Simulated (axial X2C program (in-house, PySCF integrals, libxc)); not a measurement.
# All-electron X2C curves of SeCo⁺, part 2 of 2

Computed with an in-house X2C program for linear molecules on PySCF integrals; all-electron X2C, Se dyall-cv3z, Co dyall-cv3z. The steps go on from the part before.

### 8 The spin-free curves together

Energy (eV) of the followed determinant, spin-free, from each level's lowest point:

| R (Å) | PBE0 | HF | MP2 | PW91 |
| --- | --- | --- | --- | --- |
| 1.891 | 0.814 | n/a | n/a | 0.697 |
| 1.978 | 0.332 | n/a | n/a | 0.250 |
| 2.044 | 0.129 | n/a | n/a | 0.075 |
| 2.109 | 0.027 | n/a | n/a | 0.000 |
| 2.174 | 0.000 | n/a | n/a | 0.000 |
| 2.250 | 0.037 | 0.163 | 0.000 | 0.067 |
| 2.326 | 0.126 | 0.071 | 0.087 | 0.186 |
| 2.424 | 0.287 | 0.011 | 0.211 | 0.385 |
| 2.544 | 0.520 | 0.000 | 0.371 | 0.667 |
| 2.717 | 0.868 | 0.057 | 0.601 | 1.095 |

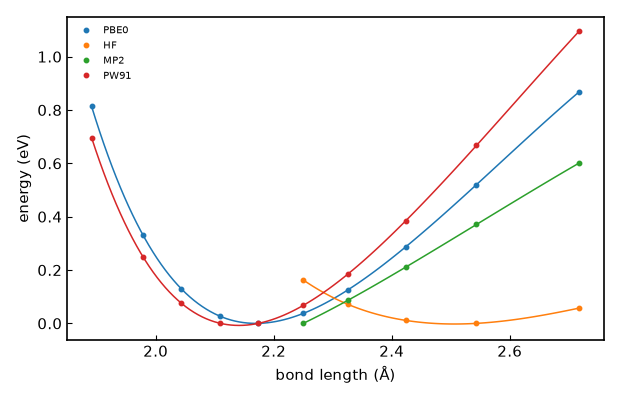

Curves of the followed state, spin-free, each from its own lowest point.

### 9 PBE0, 2c

State followed: Ω = 4 (excess of +ω over −ω: ω = 3/2, ω = 5/2). The scan is laid around 2.174 Å, a first estimate of the minimum, and this SCF restarts from the orbitals of the search.

The SCF at the reference distance of 2.174 Å:

```text
two-component X2C + atomic mean field  PBE0
basis functions 210  fitting functions 1187  grid points 5802
iter        total energy     max residual
   1      -3821.271430155     1.96e-05
   2      -3821.271430164     2.03e-05
   3      -3821.271430167     1.28e-05
   4      -3821.271430176     9.99e-06
   5      -3821.271430181     3.58e-06
   6      -3821.271430182     2.61e-06
converged
one-electron -5738.16026490  Coulomb 1842.63739299  exact exchange -36.29097342  xc functional -111.61862557  nuclear repulsion 223.45201455  atomic mean-field constant -1.29097383
```

Along the bond, energies from the lowest point:

| R (Å) | E (eV) | μ (D) | HOMO (eV) | LUMO (eV) | iterations |
| --- | --- | --- | --- | --- | --- |
| 1.891 | 0.8178 | 4.29 | -13.78 | -9.88 | 14 |
| 1.978 | 0.3346 | 4.43 | -13.77 | -9.91 | 13 |
| 2.044 | 0.1308 | 4.50 | -13.77 | -9.92 | 13 |
| 2.109 | 0.0278 | 4.54 | -13.77 | -9.92 | 12 |
| 2.174 | 0.0000 | 4.57 | -13.69 | -9.91 | 6 |
| 2.250 | 0.0365 | 4.58 | -13.43 | -9.90 | 14 |
| 2.326 | 0.1243 | 4.58 | -13.19 | -9.88 | 13 |
| 2.424 | 0.2838 | 4.57 | -12.91 | -9.85 | 12 |
| 2.544 | 0.5139 | 4.55 | -12.63 | -9.80 | 15 |
| 2.717 | 0.8579 | 4.54 | -12.32 | -9.71 | 14 |

Dipoles are positive if Co is the positive end and refer to the centre of mass.

Outer spinors at the reference distance:

| ω | occupied | ε (eV) | atomic character | λ mixture |
| --- | --- | --- | --- | --- |
| 1/2 | yes | -26.14 | 79% Se s, 9% Co p, 7% Co d | 100% σ |
| -1/2 | yes | -24.33 | 78% Se s, 9% Co p, 6% Co d | 100% σ |
| 1/2 | yes | -17.34 | 84% Co d, 12% Se p, 3% Se s | 100% σ |
| -1/2 | yes | -16.62 | 88% Co d, 11% Se p | 100% π |
| 3/2 | yes | -16.53 | 89% Co d, 10% Se p | 100% π |
| -3/2 | yes | -16.40 | 100% Co d | 100% δ |
| 5/2 | yes | -16.26 | 100% Co d | 100% δ |
| -1/2 | yes | -14.63 | 71% Se p, 11% Co s, 10% Co d | 94% σ, 6% π |
| 1/2 | yes | -14.37 | 60% Se p, 22% Co s, 14% Co d | 94% σ, 6% π |
| 1/2 | yes | -14.01 | 77% Co d, 19% Se p | 94% π, 6% σ |
| -1/2 | yes | -13.98 | 79% Se p, 14% Co d, 5% Co p | 94% π, 6% σ |
| 3/2 | yes | -13.90 | 96% Co d, 4% Se p | 95% δ, 5% π |
| 3/2 | yes | -13.77 | 77% Se p, 18% Co d, 5% Co p | 95% π, 5% δ |
| -3/2 | yes | -13.69 | 78% Co d, 19% Se p | 100% π |
| 1/2 | no | -9.91 | 70% Se p, 22% Co d, 8% Co p | 100% π |
| -3/2 | no | -9.65 | 68% Se p, 24% Co d, 8% Co p | 100% π |
| -1/2 | no | -8.67 | 51% Co d, 42% Co s, 3% Se p | 100% σ |
| 1/2 | no | -8.56 | 54% Co s, 30% Co p, 12% Se p | 100% σ |

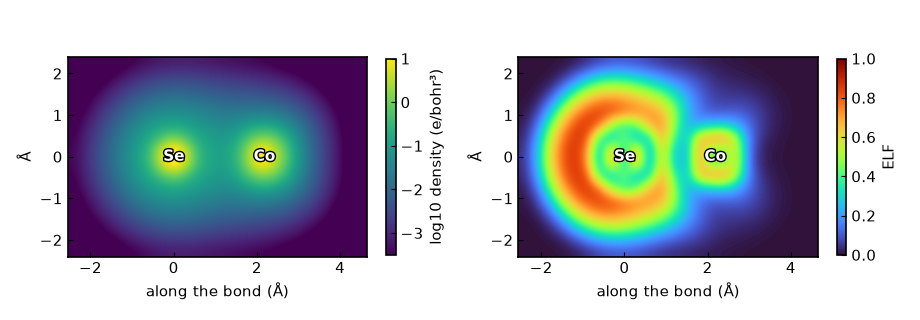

PBE0 fields in a plane through the axis, from a grid of 0.3 Å; Se lies at z = 0 and Co at z = 2.174 Å; the ELF is damped to zero where the density is low.

Re = 2.171 Å, ωe = 325 cm⁻¹, ωexe = 1.31 cm⁻¹, Be = 0.1055 cm⁻¹, De = 2.75 eV, μ = 4.57 D.

### 10 HF, 2c

Output at 2.174 Å:

```text
two-component X2C + atomic mean field  HF
basis functions 210  fitting functions 1187  grid points 5802
iter        total energy     max residual
   1      -3818.525724888     1.75e-01
   2      -3818.573438235     1.77e-02
   3      -3818.579942698     2.24e-02
   4      -3818.583929581     9.23e-03
   5      -3818.586246316     6.30e-03
   6      -3818.587276349     4.94e-03
   7      -3818.587811900     3.07e-03
   8      -3818.587972708     7.46e-04
   9      -3818.587993298     2.91e-04
  10      -3818.587997658     2.61e-04
  11      -3818.587999895     2.29e-04
  12      -3818.588001405     1.91e-04
  13      -3818.588002477     1.44e-04
  14      -3818.588003139     9.07e-05
  15      -3818.588003361     5.44e-05
  16      -3818.588003422     4.03e-05
  17      -3818.588003482     3.06e-05
  18      -3818.588003551     2.85e-05
  19      -3818.588003613     2.71e-05
  20      -3818.588003690     2.63e-05
  21      -3818.588003745     2.57e-05
  22      -3818.588003770     2.54e-05
  23      -3818.588003853     2.28e-05
  24      -3818.588004023     1.68e-05
  25      -3818.588004177     5.98e-06
  26      -3818.588004197     3.99e-06
  27      -3818.588004200     2.39e-06
  28      -3818.588004200     2.02e-06
converged
one-electron -5740.18631581  Coulomb 1844.91658309  exact exchange -145.47931220  xc functional 0.00000000  nuclear repulsion 223.45201455  atomic mean-field constant -1.29097383
```

No constants are quoted: too few points lie around the minimum for a second fit to confirm the first.

### 11 PW91, 2c

The SCF at the reference distance of 2.174 Å:

```text
two-component X2C + atomic mean field  PW91
basis functions 210  fitting functions 1187  grid points 5802
iter        total energy     max residual
   1      -3822.123994218     8.94e-02
   2      -3822.116929419     5.41e-02
   3      -3820.968440982     3.59e-01
   4      -3822.135155155     7.03e-03
   5      -3822.115458739     4.24e-02
   6      -3822.134943417     1.14e-02
   7      -3822.136144230     9.73e-04
   8      -3822.136153793     6.13e-04
   9      -3822.136157241     3.24e-04
  10      -3822.136158126     4.34e-05
  11      -3822.136158132     2.93e-05
  12      -3822.136158140     4.55e-06
  13      -3822.136158141     2.27e-06
converged
one-electron -5737.48011304  Coulomb 1841.89309127  exact exchange 0.00000000  xc functional -148.71017709  nuclear repulsion 223.45201455  atomic mean-field constant -1.29097383
```

Re = 2.142 Å, ωe = 345 cm⁻¹, ωexe = 1.14 cm⁻¹, Be = 0.1083 cm⁻¹, De = 3.71 eV, μ = 4.17 D.

### 12 Correlated methods, 2c

Correlated methods: 14 electrons correlated (frozen shells, counted by type: Se 3 s, 2 p, 1 d; Co 3 s, 2 p), 266 virtual spinors in MP2.

Output of the correlated part at 2.174 Å:

```text
correlated 14  virtual 266  natural virtual 90  E(MP2) -0.441869124  MP2 remainder -0.039121276
iter   CCSD correlation   residual
   1     -0.372437346   2.13e-01
   2     -0.389612283   1.35e-01
   3     -0.395796760   5.34e-02
   4     -0.398090824   3.73e-02
   5     -0.400029653   2.29e-02
   6     -0.400801542   1.12e-02
   7     -0.400785480   4.75e-03
   8     -0.400817288   2.22e-03
   9     -0.400900925   1.19e-03
  10     -0.400870911   6.63e-04
  11     -0.400893376   3.74e-04
  12     -0.400886055   2.30e-04
  13     -0.400887150   1.48e-04
  14     -0.400888150   1.00e-04
  15     -0.400886464   5.92e-05
  16     -0.400886624   2.77e-05
  17     -0.400885996   1.57e-05
  18     -0.400885597   9.20e-06
  19     -0.400885336   5.35e-06
  20     -0.400885165   2.90e-06
  21     -0.400885149   1.52e-06
(T) -0.019342785  T1 0.0789  D1 0.1992  max T2 0.081
```

T1 in the output is the amplitude norm over the root of the electron number; divide by √2 for the Lee–Taylor value.

Coupled cluster ran at too few distances for a curve.

MP2: No constants are quoted: the lowest point is the short end of the scan.

### 13 A higher determinant, 2c

State: Ω = 3 (excess of +ω over −ω: ω = 1/2, ω = 5/2).

Output at the reference distance:

```text
two-component X2C + atomic mean field  PBE0
basis functions 210  fitting functions 1187  grid points 5802
iter        total energy     max residual
   1      -3821.251932161     2.54e-05
   2      -3821.251932143     7.91e-05
   3      -3821.251932186     1.48e-05
   4      -3821.251932193     1.01e-05
   5      -3821.251932201     4.34e-06
   6      -3821.251932201     2.18e-06
converged
one-electron -5737.42847799  Coulomb 1841.88253265  exact exchange -36.28655061  xc functional -111.58047697  nuclear repulsion 223.45201455  atomic mean-field constant -1.29097383
```

| R (Å) | E above the lowest PBE0 point (eV) |
| --- | --- |
| 1.891 | 1.569 |
| 1.978 | 1.008 |
| 2.044 | 0.750 |
| 2.109 | 0.598 |
| 2.174 | 0.531 |
| 2.250 | 0.533 |
| 2.326 | 0.600 |
| 2.424 | 0.754 |
| 2.544 | 1.007 |

Re = 2.209 Å, ωe = 326 cm⁻¹, ωexe = 0.83 cm⁻¹, Be = 0.1018 cm⁻¹, μ = 5.24 D. Te = 0.52 eV.

### 14 The 2c curves together

Energy (eV) of the followed determinant, 2c, from each level's lowest point:

| R (Å) | PBE0 | HF | MP2 | PW91 |
| --- | --- | --- | --- | --- |
| 1.891 | 0.818 | n/a | n/a | 0.701 |
| 1.978 | 0.335 | n/a | n/a | 0.254 |
| 2.044 | 0.131 | n/a | n/a | 0.078 |
| 2.109 | 0.028 | n/a | n/a | 0.002 |
| 2.174 | 0.000 | 0.314 | 0.000 | 0.000 |
| 2.250 | 0.036 | 0.168 | 0.075 | 0.066 |
| 2.326 | 0.124 | 0.074 | 0.157 | 0.184 |
| 2.424 | 0.284 | 0.013 | 0.278 | 0.382 |
| 2.544 | 0.514 | 0.000 | 0.435 | 0.662 |
| 2.717 | 0.858 | 0.055 | 0.663 | 1.088 |

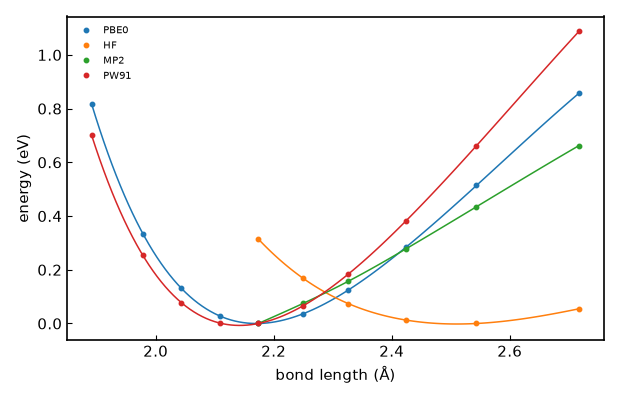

Curves of the followed state, 2c, each from its own lowest point.

The whole job took 4.2 min on 1 thread of Arm Neoverse V1, shared host.

### 15 Results

What follows sums up all 2 parts.

Lowest determinant that the search found at its distance, spin-free: M_S = 2, Λ = 2 (beyond closed shells: σα, π+α, π-α, δ+α, δ+β, δ-α).

Lowest determinant that the search found at its distance, 2c: Ω = 4 (excess of +ω over −ω: ω = 3/2, ω = 5/2).

```csv
Hamiltonian,level,Re (Å),ωe (cm⁻¹),De (eV),μ (D)
spin-free,PBE0,2.170,325,2.81,4.59
spin-free,PW91,2.141,346,3.76,4.18
2c,PBE0,2.171,325,2.75,4.57
2c,PW91,2.142,345,3.71,4.17
```

Dipoles are positive if Co is the positive end and refer to the centre of mass. No constants: spin-free HF (only 5 points converged); spin-free MP2 (the scan has only 5 points); 2c HF (too few points lie around the minimum for a second fit to confirm the first); 2c MP2 (the lowest point is the short end of the scan).

Time per point (s) on 1 thread of Arm Neoverse V1, shared host (2c runs); the times are rough: PBE0 0.92, PW91 0.43.

In words: At PBE0, going from spin-free to two-component changes Re by +1 mÅ, ωe by -0.2 %, which is small (part of it comes from the scalar share of the two-electron terms). De moves by -0.06 eV; both De rest on single-determinant atoms, which can miss part of an open shell's spin–orbit lowering.

De refers to Se + Co+, each in the lowest determinant found, which need not be this curve's own limit. The state is a single determinant with fixed occupations, the lowest that a limited PBE0 search found. De is counted from the lowest determinant-based energies of the atoms at the same level, without counterpoise correction. Density functionals use the spin component along the axis (collinear). With several unpaired electrons one determinant need not be a pure state.
